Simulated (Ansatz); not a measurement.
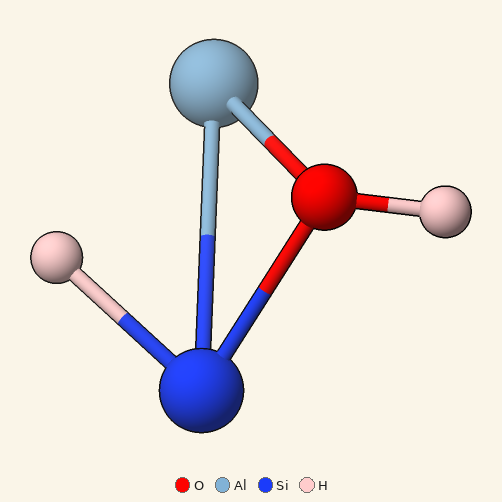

A ball-and-stick model of a molecule. Every bond is drawn as one stick, whatever its order.

State: neutral, doublet. The geometry was computed by an optimisation with PBE0-D4/def2-TZVP. No frequency run is at hand to confirm it as a minimum.

Which formula does it have?

Answer. AlH₂OSi, 5 atoms: 1 aluminium, 2 hydrogen, 1 oxygen and 1 silicon.

How many bonds of each kind are drawn?

Answer. 1 Al–O, 1 Al–Si, 1 O–H, 1 Si–H, 1 O–Si. Sticks follow a distance rule.

More results for the same structure follow; atom numbers are the same in all pictures, views and colours differ.

**Symmetry**

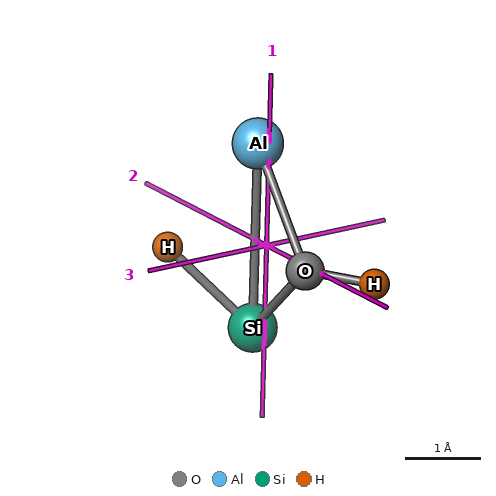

The three principal axes of inertia are drawn and numbered. Distant atoms are faded towards the background colour. No frequency run is at hand to confirm it as a minimum. Masses are those of the most abundant isotopes; constants are for the rigid equilibrium geometry.

Which line is the a axis (least moment of inertia), which b and which c?

Answer. a is line 1, b is line 2, c is line 3; the moments are 28.0, 97.3, 123 u Å².

Classify the rotor and give the rotational constants (GHz).

Answer. An asymmetric top (C1): A = 18.1, B = 5.19, C = 4.11 GHz. Ray's parameter κ is −0.84, nearer the prolate limit.

**Electronic properties**

No frequency run is at hand to confirm it as a minimum. Level of theory: UKS PBE0-D4/def2-TZVPP (Ansatz 0.2.0).

What does the calculation give?

- HOMO energy (Kohn–Sham orbital): −5.01 eV
- ⟨S²⟩ of the determinant: 0.761

**Dipole moment**

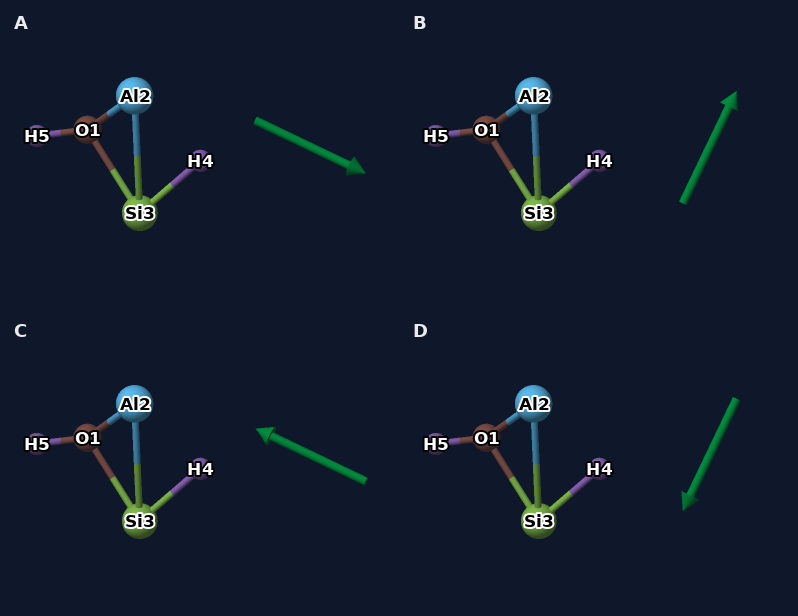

The same molecule four times, each with an arrow. No frequency run is at hand to confirm it as a minimum. Properties computed with UKS PBE0-D4/def2-TZVP (Ansatz 0.2.0).

Which arrow points along the dipole moment, from the negative to the positive end?

Answer. C. The dipole moment is 1.87 D; it points from the side of H4 to the side of H5 (the outermost atoms at the two ends).

**Charges**

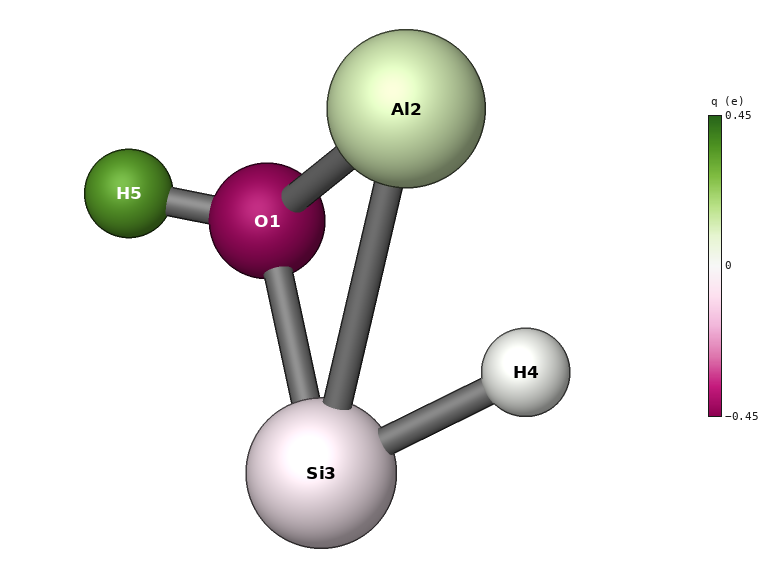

Atoms are coloured by their Mulliken charges. No frequency run is at hand to confirm it as a minimum. Properties computed with UKS PBE0-D4/def2-TZVP (Ansatz 0.2.0).

Give the Mulliken charges atom by atom.

```tsv
atom	value (e)
O1	−0.42
Al2	0.12
Si3	−0.05
H4	0.01
H5	0.34
```

Mulliken values depend strongly on the basis set and can even reverse the polarity of a bond.
